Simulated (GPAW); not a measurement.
# Near-edge structure at the Al K edge of Al2Pd (Fm-3m), part 2 of 3

Aim: the near-edge shape at the Al K edge of Al2Pd (Fm-3m), and what the core hole does to it.

GPAW 26.7.0; X-ray absorption from dipole matrix elements to empty bands, plane-wave PAW LDA.

So far. Step 2 (Ground state of the crystal): The mesh shows no gap, so the system is treated as a metal and the core electron is put at the Fermi level (neutral cell). Step 3 (Spectrum without a core hole, Al atom 2): Main maxima below 24 eV (height): 0.9 eV (0.60), 4.9 eV (1.13), 7.0 eV (1.46), 9.7 eV (1.31) and 15.0 eV (1.23). A K edge sees empty p states on the absorber.

## 5. Spectrum with XCH, Al atom 2

The holes are 7.2 Å apart. In GPAW the data set carries the hole's charge, so charge=0 means a charged cell and charge=-1 a neutral one. The excited electron is kept in the cell, where it fills the lowest empty states and screens the hole. After the field has converged, empty bands are computed with the density fixed and the dipole matrix elements are summed.

xas.py

```python
import numpy as np
from ase import Atoms
from ase.parallel import parprint, paropen
from gpaw import GPAW, PW, FermiDirac, Mixer, MixerDif, setup_paths
from gpaw.test import gen
setup_paths.insert(0, '.')
gen('Al', name='fch1s', xcname='LDA', corehole=(1, 0, 1), write_xml=True)
from gpaw.mpi import world
world.barrier()

atoms = Atoms('Pd6Al12',
    cell=[[2.94953557, -5.89907114, -2.94953557],
     [-5.89907114, 2.94953557, -2.94953557],
     [2.94953557, 5.89907114, -2.94953557]],
    scaled_positions=[[0, 0, 0],
     [0.66666667, 0.33333333, 0],
     [0.33333333, 0.66666667, 0],
     [0.5, 0, 0.5],
     [0.16666667, 0.33333333, 0.5],
     [0.83333333, 0.66666667, 0.5],
     [0.125, 0, 0.375],
     [0.79166667, 0.33333333, 0.375],
     [0.45833333, 0.66666667, 0.375],
     [0.625, 0, 0.875],
     [0.29166667, 0.33333333, 0.875],
     [0.95833333, 0.66666667, 0.875],
     [0.70833333, 0.66666667, 0.125],
     [0.375, 0, 0.125],
     [0.04166667, 0.33333333, 0.125],
     [0.20833333, 0.66666667, 0.625],
     [0.875, 0, 0.625],
     [0.54166667, 0.33333333, 0.625]],
    pbc=True)
atoms.calc = calc = GPAW(legacy_gpaw=True, mode=PW(430), xc='LDA', setups={6: 'fch1s'},
    kpts={'size': (3, 3, 3), 'gamma': True}, occupations=FermiDirac(0.1),
    charge=-1, mixer=Mixer(0.1, 5, 50), maxiter=150,
    convergence={'density': 0.0001}, txt='scf.txt')
energy = atoms.get_potential_energy() + calc.get_reference_energy()
ef = calc.get_fermi_level()
out = dict(energy=energy, fermi=ef, forces=atoms.get_forces().tolist())
parprint(f'all-electron energy {energy:.4f} eV, Fermi level {ef:.4f} eV')
ev = np.array([[calc.get_eigenvalues(k, s) for k in range(len(calc.get_ibz_k_points()))] for s in range(calc.get_number_of_spins())])
out['homo'], out['lumo'], out['counts'] = ev[ev < ef].max(), ev[ev > ef].min(), sorted(set((ev < ef).sum((0, 2)).tolist()))
out['filled'] = (ev[:, 0] < ef).sum(1).tolist()

from ase.units import Ha
from gpaw.xas import dipole_matrix_elements
nb = int(calc.get_number_of_electrons() / 2) + 216
top, nb = nb, nb + 8 + nb // 12
nscf = calc.fixed_density(kpts={'size': (4, 4, 3), 'gamma': True}, nbands=nb,
    convergence={'bands': top, 'eigenstates': 1e-5}, maxiter=60, txt='nscf.txt')
cell = atoms.cell.array
ops = [cell.T @ U.T @ np.linalg.inv(cell.T) for U in nscf.wfs.kd.symmetry.op_scc]
E = np.arange(-6, 34, 0.1)
fwhm = np.interp(E, [4, 25], [0.9, 3.5])
Y, X, zero, highest = 0, 0, 1e9, 1e9
for spin in range(nscf.get_number_of_spins()):
    wfs = nscf.wfs
    A = dipole_matrix_elements(wfs.setups[6])
    eps = np.zeros((wfs.kd.nibzkpts, nb))
    d = np.zeros((3, A.shape[1], wfs.kd.nibzkpts, nb), complex)
    for kpt in wfs.kpt_u:
        if kpt.s == spin and 6 in kpt.P_ani:
            eps[kpt.k] = kpt.eps_n * Ha
            d[:, :, kpt.k] = (kpt.weight * wfs.nspins / 2) ** 0.5 * np.inner(A, kpt.P_ani[6])
    world.sum(eps)
    world.sum(d)
    T = np.einsum('amkn,bmkn->abkn', d, d.conj()).real
    T = sum(np.einsum('ai,ijkn,bj->abkn', R, T, R) for R in ops) / len(ops)
    empty = eps > ef
    zero, highest = min(zero, eps[empty].min()), min(highest, eps[:, top - 1].min())
    lines = [(eps, T, empty)] if spin == 0 else lines + [(eps, T, empty)]
for eps, T, empty in lines:
    f = np.einsum('aakn->akn', T).reshape(3, -1)
    x = eps.ravel() - zero
    w = np.interp(x, E, fwhm) / 2.35482
    g = np.exp(-0.5 * ((E[:, None] - x) / w) ** 2) / (w * (2 * np.pi) ** 0.5)
    Y = Y + (f * empty.ravel()) @ g.T
    X = X + (f * ~empty.ravel()) @ g.T
out.update(E=E.round(2).tolist(), xas=Y.tolist(), xes=X.tolist(), zero=zero, valid=highest - zero, nk=len(eps), nb=nb)
for i in range(0, len(E), 10):
    parprint(f'{E[i]:7.2f}', *(f'{v:10.3e}' for v in Y[:, i]))
import json
with paropen('out.json', 'w') as f:
    json.dump(out, f)
```

On the command line:

```
$ OMP_NUM_THREADS=1 mpirun -n 4 gpaw python xas.py
```

Numbers of over 12 decimals in the logs are rounded to 6 here.

The log of the run:

```text
Input parameters:
  charge: -1
  convergence: {density: 0.0001}
  kpts: {gamma: True,
         size: (3, 3, 3)}
  maxiter: 150
  mixer: {backend: pulay,
          beta: 0.1,
          method: separate,
          nmaxold: 5,
          weight: 50}
  mode: {ecut: 430.0,
         name: pw}
  occupations: {fixmagmom: False,
                name: fermi-dirac,
                width: 0.1}
  setups: {6: fch1s}

Initialize ...

[... PAW data sets ...]

Reference energy: -899956.485622  # eV

Spin-paired calculation

[... convergence settings ...]
Symmetries present (total): 2
  [... symmetry matrices ...]

27 k-points: 3 x 3 x 3 Monkhorst-Pack grid
10 k-points in the irreducible part of the Brillouin zone
       k-points in crystal coordinates                weights
   0:     0.00000000    0.00000000    0.00000000          1/27
   1:     0.00000000    0.00000000    0.33333333          2/27
   2:     0.00000000    0.33333333    0.00000000          2/27
   3:     0.00000000    0.33333333    0.33333333          4/27
   4:     0.33333333    0.00000000   -0.33333333          4/27
   5:     0.33333333    0.00000000    0.00000000          4/27
   6:     0.33333333    0.00000000    0.33333333          4/27
   7:     0.33333333    0.33333333   -0.33333333          2/27
   8:     0.33333333    0.33333333    0.00000000          2/27
   9:     0.33333333    0.33333333    0.33333333          2/27

Wave functions: Plane wave expansion
  Cutoff energy: 430.000 eV
  Number of coefficients (min, max): 6211, 6253
  Pulay-stress correction: 0.000000 eV/Ang^3 (de/decut=0.000000)
  Using FFTW library
  Wavefunction extrapolation:
    Improved wavefunction reuse through dual PAW basis

Occupation numbers: Fermi-Dirac:
  width: 0.1000  # eV

Eigensolver
   Davidson(niter=2)

Densities:
  Coarse grid: 35*35*35 grid
  Fine grid: 70*70*70 grid
  Total Charge: 0.000000

Density mixing:
  Method: separate
  Backend: pulay
  Linear mixing parameter: 0.1
  old densities: 5
  Width of damping distribution: 1.1
  Damping of long wavelength oscillations: 50

[... Hamiltonian set-up ...]
Number of atoms: 18
Number of atomic orbitals: 120
Number of bands in calculation: 84
Number of valence electrons: 133
Bands to converge: occupied

... initialized

Initializing position-dependent things.

Density initialized from atomic densities
Creating initial wave functions:
  84 bands from LCAO basis set

                Pd
              Al     Al
                  Pd
               Al  Al  Al
         Pd            Pd
              Al     Al     Al
              Pd
            Al     Al     Al
                Pd
                     Al

Atomic positions and initial magnetic moments

Positions:
   0 Pd     0.000000    0.000000    0.000000    ( 0.0000,  0.0000,  0.0000)
   1 Pd     0.000000   -2.949536   -2.949536    ( 0.0000,  0.0000,  0.0000)
   2 Pd    -2.949536    0.000000   -2.949536    ( 0.0000,  0.0000,  0.0000)
   3 Pd     2.949536    0.000000   -2.949536    ( 0.0000,  0.0000,  0.0000)
   4 Pd     0.000000    2.949536   -2.949536    ( 0.0000,  0.0000,  0.0000)
   5 Pd    -0.000000    0.000000   -5.899071    ( 0.0000,  0.0000,  0.0000)
   6 Al     1.474768    1.474768   -1.474768    ( 0.0000,  0.0000,  0.0000)
[...]
15 Al    -1.474768    4.424303   -4.424303    ( 0.0000,  0.0000,  0.0000)
  16 Al     4.424303   -1.474768   -4.424303    ( 0.0000,  0.0000,  0.0000)
  17 Al     1.474768    1.474768   -4.424303    ( 0.0000,  0.0000,  0.0000)

Unit cell:
           periodic     x           y           z      points  spacing
  1. axis:    yes    2.949536   -5.899071   -2.949536    35     0.1709
  2. axis:    yes   -5.899071    2.949536   -2.949536    35     0.1788
  3. axis:    yes    2.949536    5.899071   -2.949536    35     0.1946

  Lengths:   7.224857   7.224857   7.224857
  Angles:   80.405932 109.471221 120.000000

Effective grid spacing dv^(1/3) = 0.1929

iter:   1  -130.233846
iter:   2  -110.882340   -0.37  -0.94
iter:   3  -103.303403   -0.05  -1.09
iter:   4  -103.270442   -1.25  -1.34
iter:   5  -103.565601   -1.15  -1.41
iter:   6  -102.736957   -1.81  -1.56
iter:   7  -102.729211   -1.64  -2.04
iter:   8  -102.690116c  -3.15  -2.45
iter:   9  -102.697985c  -2.23  -2.59
iter:  10  -102.669800c  -3.10  -2.50
iter:  11  -102.669778c  -3.48  -3.13
iter:  12  -102.669567c  -4.96  -3.40
iter:  13  -102.669638c  -4.99  -3.51
iter:  14  -102.669568c  -5.54  -3.56
iter:  15  -102.669575c  -5.90  -3.72
iter:  16  -102.669567c  -6.22  -4.01c
iter:  17  -102.669562c  -6.77  -4.41c
iter:  18  -102.669561c  -7.38  -4.64c
iter:  19  -102.669563c  -7.50c -4.76c

Converged after 19 iterations.

Dipole moment: (-0.235257, 0.435576, 0.235257) |e|*Ang

Energy contributions relative to reference atoms: (reference = -899956.485622)

Kinetic:        +22.927703
Potential:      -40.423277
External:        +0.000000
XC:             -84.652332
Entropy (-ST):   -0.201628
Local:           -0.420843
SIC:             +0.000000
--------------------------
Free energy:   -102.770377
Extrapolated:  -102.669563

Showing only first 2 kpts
 Kpt  Band  Eigenvalues  Occupancy
  0    64      6.22918    1.99141
  0    65      6.57614    1.75666
  0    66      6.81936    0.77612
  0    67      7.87921    0.00003

  1    64      6.28487    1.98506
  1    65      6.64102    1.58100
  1    66      6.74308    1.15244
[...]
Fermi level: 6.77381

No gap
No difference between direct/indirect transitions

Forces in eV/Ang:
  0 Pd    0.22736    0.19847   -0.22736
  1 Pd    0.04837    0.04069   -0.00135
  2 Pd    0.00135    0.04069   -0.04837
  3 Pd   -0.22879    0.23100    0.22879
  4 Pd    0.17740   -0.26059    0.23264
  5 Pd   -0.23264   -0.26059   -0.17740
  6 Al    0.02663    0.01432   -0.02663
[...]
15 Al   -0.03652   -0.01853    0.07321
 16 Al   -0.03194    0.02427    0.03194
 17 Al   -0.07321   -0.01853    0.03652
Scalar-relativistic atomic LDA calculation for Al (Aluminium, Z=13)
Core hole in 1s state (1s occupation: 1.0)
450 radial gridpoints.
|------------------------------------------------|
|------------------------------------------------|
[... the atom generator's iteration count ...]

Energy contributions:
-------------------------
Kinetic:     +183.893595
XC:           -14.209497
Potential:   -353.628519
-------------------------
Total:       -183.944421

state      eigenvalue         ekin         rmax
-----------------------------------------------
1s^1.0 :   -60.362648    82.057235        0.077
2s^2.0 :    -5.188665    12.296859        0.473
2p^6.0 :    -3.893101    12.072890        0.390
3s^2.0 :    -0.683483     1.740987        1.779
3p^1.0 :    -0.437761     1.323330        2.009
-----------------------------------------------
(units: Bohr and Hartree)

Generating PAW setup
Kinetic energy of the core from tauc = 179.402319
Cutoffs:
rc(s)=2.050
rc(p)=2.050
rc(d)=2.050
rc(vbar)=1.845
rc(comp)=2.050
rc(nct)=2.050

Kinetic energy of the core states: 179.088292
Charge: 1.0
Core electrons: 9.0
Valence electrons: 3.0
Pseudo-core charge: 0.169630
Shape function alpha=2.380
Pseudo-electron charge 3.431685
state    eigenvalue         norm
--------------------------------
3s(2) :    -0.683483     1.126964
*s    :     0.316517
3p(1) :    -0.437761     1.008127
*p    :     0.562239
*d    :     0.000000
--------------------------------

Diagonalizing with gridspacing h=0.050

state   all-electron     PAW
-------------------------------
3s:      -0.683483    -0.683641
3p:      -0.437761    -0.437937
*d:                   -0.137096
*f:                   -0.021062
-------------------------------
all-electron energy -900059.1552 eV, Fermi level 6.7738 eV
[...]
31.00  7.526e-06  7.421e-06  7.526e-06
  32.00  7.329e-06  7.361e-06  7.329e-06
  33.00  7.410e-06  7.536e-06  7.410e-06
```

Run time: 11 min. Hardware: 4 MPI ranks of Arm Neoverse N1, shared host; peak memory 0.6 GiB; 46 min of CPU time.

The Al K spectrum, Al atom 2, excited-electron core hole (neutral cell) (energy from the lowest empty level; intensity scaled to a mean of 1 over the first 20 eV):

```
E (eV)  intensity
  -2.0       0.00
  -0.5       0.09
   1.0       0.65
   2.5       0.56
   4.0       1.34
   5.5       1.81
   7.0       1.38
   8.5       1.11
  10.0       1.02
  11.5       0.79
  13.0       0.98
  14.5       0.94
  16.0       0.88
  17.5       0.79
  19.0       0.68
  20.5       0.58
  22.0       0.54
  23.5       0.49
  25.0       0.52
  26.5       0.73
  28.0       0.99
  29.5       1.08
  31.0       1.02
```

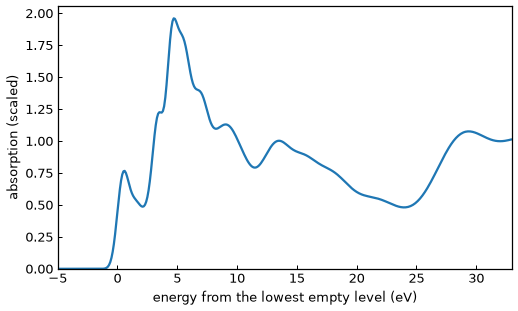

The Al K edge, Al atom 2, excited-electron core hole (neutral cell): main maxima at 4.7, 9.0 and 13.5 eV.

Main maxima below 24 eV (height): 0.6 eV (0.77), 4.7 eV (1.96), 9.0 eV (1.13) and 13.5 eV (1.00). 

The total-energy difference is 1563.30 eV. One term is added: -13.88 eV, since the hole is spin-paired here and a spin-polarised one costs that much less in the free atom (computed apart). The photon energy is then 1549.42 eV. The tabulated edge of the element is 1559 eV. The functional leaves an error in such absolute values: in the free atom LDA prices this hole 7.2 eV below PBE (computed apart), and PBE is itself good to a few eV.

## 6. Spectrum with FCH, Al atom 2

The holes are 7.2 Å apart. In GPAW the data set carries the hole's charge, so charge=0 means a charged cell and charge=-1 a neutral one. The excited electron is left out and a uniform background balances the charge. After the field has converged, empty bands are computed with the density fixed and the dipole matrix elements are summed.

Changed against the first core-hole run: core hole to FCH.

xas.py: that of step 5 with these lines changed.

```diff
@@ -35,3 +35,3 @@
     kpts={'size': (3, 3, 3), 'gamma': True}, occupations=FermiDirac(0.1),
-    charge=-1, mixer=Mixer(0.1, 5, 50), maxiter=150,
+    charge=0, mixer=Mixer(0.1, 5, 50), maxiter=150,
     convergence={'density': 0.0001}, txt='scf.txt')
```

The log of the run:

```text
Input parameters:
  convergence: {density: 0.0001}
  kpts: {gamma: True,
         size: (3, 3, 3)}
  maxiter: 150
  mixer: {backend: pulay,
          beta: 0.1,
          method: separate,
          nmaxold: 5,
          weight: 50}
  mode: {ecut: 430.0,
         name: pw}
  occupations: {fixmagmom: False,
                name: fermi-dirac,
                width: 0.1}
  setups: {6: fch1s}

Initialize ...

[...]
*p    :     0.562239
*d    :     0.000000
--------------------------------

Diagonalizing with gridspacing h=0.050

state   all-electron     PAW
-------------------------------
3s:      -0.683483    -0.683641
3p:      -0.437761    -0.437937
*d:                   -0.137096
*f:                   -0.021062
-------------------------------
all-electron energy -900065.8458 eV, Fermi level 6.6523 eV
[...]
32.00  7.339e-06  7.348e-06  7.339e-06
  33.00  7.382e-06  7.501e-06  7.382e-06
[key lines of the parts left out:]
Converged after 19 iterations.
Dipole moment: (-0.232808, 0.428311, 0.232808) |e|*Ang
Free energy:   -109.480941
Fermi level: 6.65229
```

The job ended after 12 min (4 MPI ranks; peak memory 0.6 GiB; 49 min of CPU time).

| E (eV) | first run | this run |
| --- | --- | --- |
| -2.0 | 0.00 | 0.00 |
| -1.0 | 0.00 | 0.00 |
| 0.0 | 0.45 | 0.45 |
| 1.0 | 0.65 | 0.72 |
| 2.0 | 0.49 | 0.51 |
| 3.0 | 0.96 | 0.80 |
| 4.0 | 1.34 | 1.26 |
| 5.0 | 1.91 | 1.94 |
| 6.0 | 1.59 | 1.67 |
| 7.0 | 1.38 | 1.39 |
| 8.0 | 1.11 | 1.14 |
| 9.0 | 1.13 | 1.12 |
| 10.0 | 1.02 | 1.04 |
| 11.0 | 0.83 | 0.85 |
| 12.0 | 0.83 | 0.80 |
| 13.0 | 0.98 | 0.95 |
| 14.0 | 0.98 | 0.99 |
| 15.0 | 0.92 | 0.92 |
| 16.0 | 0.88 | 0.88 |
| 17.0 | 0.81 | 0.82 |
| 18.0 | 0.76 | 0.77 |
| 19.0 | 0.68 | 0.70 |
| 20.0 | 0.60 | 0.61 |
| 21.0 | 0.57 | 0.57 |
| 22.0 | 0.54 | 0.54 |
| 23.0 | 0.50 | 0.51 |
| 24.0 | 0.48 | 0.48 |
| 25.0 | 0.52 | 0.51 |
| 26.0 | 0.65 | 0.62 |
| 27.0 | 0.83 | 0.79 |
| 28.0 | 0.99 | 0.96 |
| 29.0 | 1.07 | 1.06 |
| 30.0 | 1.06 | 1.07 |
| 31.0 | 1.02 | 1.02 |
| 32.0 | 1.00 | 1.00 |

Against the first run the r.m.s. difference is 4 %. The highest intensity below 16 eV goes from 4.7 eV (1.96) to 4.9 eV (1.95).

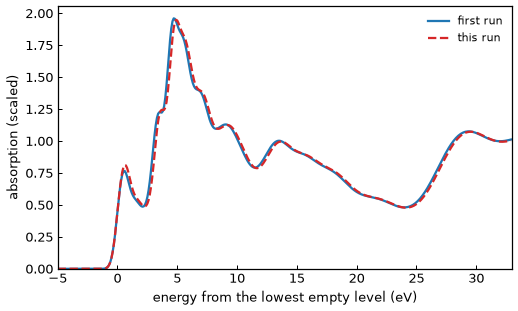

The effect of the change (core hole to FCH).

The photon energy of the zero moves by -0.04 eV.

## 7. Reference energy of the supercell

The cell and mesh change for the next run, so it gets a reference energy of its own.

scf.py

```python
import numpy as np
from ase import Atoms
from ase.parallel import parprint, paropen
from gpaw import GPAW, PW, FermiDirac, Mixer, MixerDif, setup_paths
from gpaw.test import gen
setup_paths.insert(0, '.')
gen('Al', name='nch1s', xcname='LDA', corehole=(1, 0, 0), write_xml=True)
from gpaw.mpi import world
world.barrier()

atoms = Atoms('Pd3Al6',
    cell=[[0, -2.94953557, -2.94953557],
     [0, -2.94953557, 2.94953557],
     [-8.8486067, 0, 2.94953557]],
    scaled_positions=[[0, 0, 0],
     [0.66666667, 0.33333333, 0.33333333],
     [0.33333333, 0.66666667, 0.66666667],
     [0.25, 0.25, 0.5],
     [0.91666667, 0.58333333, 0.83333333],
     [0.58333333, 0.91666667, 0.16666667],
     [0.41666667, 0.08333333, 0.83333333],
     [0.08333333, 0.41666667, 0.16666667],
     [0.75, 0.75, 0.5]],
    pbc=True)
atoms.calc = calc = GPAW(legacy_gpaw=True, mode=PW(430), xc='LDA', setups={3: 'nch1s'},
    kpts={'size': (4, 4, 4), 'gamma': True}, occupations=FermiDirac(0.1),
    charge=0, mixer=Mixer(0.1, 5, 50), maxiter=150,
    convergence={'density': 0.0001}, txt='scf.txt')
energy = atoms.get_potential_energy() + calc.get_reference_energy()
ef = calc.get_fermi_level()
out = dict(energy=energy, fermi=ef, forces=atoms.get_forces().tolist())
parprint(f'all-electron energy {energy:.4f} eV, Fermi level {ef:.4f} eV')
ev = np.array([[calc.get_eigenvalues(k, s) for k in range(len(calc.get_ibz_k_points()))] for s in range(calc.get_number_of_spins())])
out['homo'], out['lumo'], out['counts'] = ev[ev < ef].max(), ev[ev > ef].min(), sorted(set((ev < ef).sum((0, 2)).tolist()))
out['filled'] = (ev[:, 0] < ef).sum(1).tolist()
import json
with paropen('out.json', 'w') as f:
    json.dump(out, f)
```

On the command line:

```
$ OMP_NUM_THREADS=1 mpirun -n 4 gpaw python scf.py
```

The log of the run:

```text
Input parameters:
  convergence: {density: 0.0001}
  kpts: {gamma: True,
         size: (4, 4, 4)}
  maxiter: 150
  mixer: {backend: pulay,
          beta: 0.1,
          method: separate,
          nmaxold: 5,
          weight: 50}
  mode: {ecut: 430.0,
         name: pw}
  occupations: {fixmagmom: False,
                name: fermi-dirac,
                width: 0.1}
  setups: {3: nch1s}

Initialize ...

[...]
warnings.warn(
<dir> UserWarning: Using symmetrized grid: (45,45,45).

  warnings.warn('Using symmetrized grid: ({},{},{}).\n'.format(*N_c))
<dir> UserWarning: Using symmetrized grid: (45,45,45).

  warnings.warn('Using symmetrized grid: ({},{},{}).\n'.format(*N_c))
<dir> UserWarning: Using symmetrized grid: (45,45,45).

  warnings.warn('Using symmetrized grid: ({},{},{}).\n'.format(*N_c))
all-electron energy -450811.3115 eV, Fermi level 6.7490 eV
[key lines of the parts left out:]
Converged after 23 iterations.
Dipole moment: (0.000000, 0.000000, -0.000000) |e|*Ang
Free energy:    -46.602422
Fermi level: 6.74904
```

It took 2.1 min on 4 MPI ranks; peak memory 0.33 GiB; 8.5 min of CPU time.

(Continued in part 3 of 3.)

[Banner, clock and machine lines of the logs are left out without a mark of their own.]

[Logs are printed without paths, hosts, clocks, repeated set-up lines and the standing remarks that a program may print on its own settings, such as how far it seeks lower states.]

[Hosts, paths, dates, database ids (printed as entryN), source tags and the programs' standing remarks are cut or masked in the printed files.]

[Lists of maxima count a maximum above −3 eV only where it reaches 4 % of the highest in the window and stands out from its surroundings by 2 % of it (1.5 % where it reaches 55 %); shoulders and weaker maxima are passed over, and of the rest the first, up to two pre-edge ones and the few strongest are named.]
